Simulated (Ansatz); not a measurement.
**WC: response to strain**

Base system: WC (space group P-6m2, No. 187; a = 2.9225 Å, c = 2.8462 Å; relaxed with 0.1 eV smearing).

Strains are applied to the cell and any free atomic positions relax.

Method: PBE (Ansatz, a first-principles code, PAW, no SOC).

Notes on the quantities. energy relative to the base: free energy F.

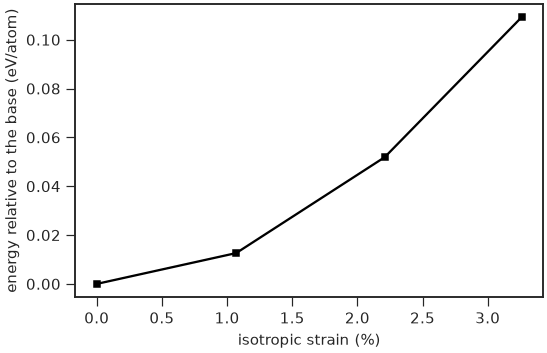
Energy relative to the base against isotropic strain

| isotropic strain (%) | energy relative to the base |
|---|---|
| 1.07 | +13 meV/atom |
| 2.21 | +52 meV/atom |
| 3.26 | +109 meV/atom |

Whether these cells are dynamically stable was not tested. The final runs are not spin-polarised.
